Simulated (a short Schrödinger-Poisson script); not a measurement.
System: symmetric double-gate stack, Al2O3 on p-type GaN, at 300 K.

| layer | material | thickness (nm) | Na (cm⁻³) |
|---|---|---|---|
| 1 | Al2O3 | 5 | - |
| 2 | GaN | 4 | 1e17 |
| 3 | Al2O3 | 5 | - |

Constants are typed, rounded textbook-type inputs, not results; the design itself was drawn at random and stands for no fabricated device. Al2O3: permittivity 9, conduction-band edge (eV) 2.75, gap (eV) 6.8, electron mass (mₑ) 0.3. GaN: permittivity 9.5, conduction-band edge (eV) 0, gap (eV) 3.43, Nv at 300 K (cm⁻³) 4.6e19.

Channel valleys (confinement mass, in-plane density-of-states mass, number): Γ 0.2, 0.2, 1. At the gates, both at one voltage, the conduction-band edge of layer 1 lies 3.09 eV − eVg above the Fermi level of the channel. Gaps are held at their typed values at every temperature. Mesh 0.03 nm at interfaces.

From a short Schrödinger-Poisson script (our own, NumPy): 1D Poisson equation in equilibrium, electrons quantum, Hartree (BenDaniel-Duke, 12 states a valley, the channel's in-plane mass for all, wave functions free to enter the dielectric), parabolic valleys, classical holes, full ionisation, no traps, pinning or gate leakage.

Only gate voltages with over 1e8 electrons/cm² are shown.

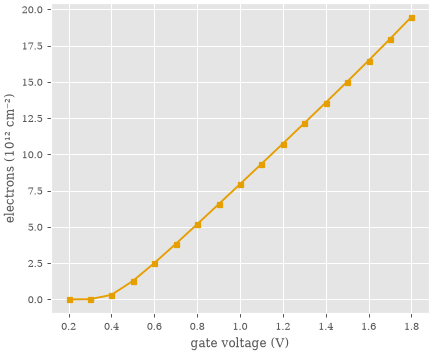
Figure. Sheet density against gate voltage

```tsv
Vg (V)	electrons (cm⁻²)	C (μF/cm²)	Γ E0 (meV)	Γ E1 (meV)
0.2	3.01e8	< 0.003	229.5	490.9
0.3	1.39e10	0.0847	130.4	391.7
0.4	3.11e11	1.08	48.2	308.7
0.5	1.27e12	1.84	5.8	263.6
0.6	2.50e12	2.07	-20.2	234.2
0.7	3.82e12	2.16	-40.9	209.9
0.8	5.18e12	2.20	-59.6	187.6
0.9	6.56e12	2.22	-77.2	166.3
1	7.95e12	2.23	-94.4	145.4
1.1	9.34e12	2.24	-111.3	125.0
1.2	1.07e13	2.25	-128.0	104.7
1.3	1.22e13	2.27	-144.4	84.8
1.4	1.36e13	2.29	-160.5	65.4
1.5	1.50e13	2.32	-175.8	46.8
1.6	1.65e13	2.37	-190.0	29.4
1.7	1.80e13	2.41	-203.0	13.3
1.8	1.95e13	2.46	-214.7	-1.3
```

Subbands count from the Fermi level. The capacitance is that of both gates.

In real p-type GaN the Mg acceptor is only partly ionised, and so wide a gap doesn't supply an inversion layer without source and drain.
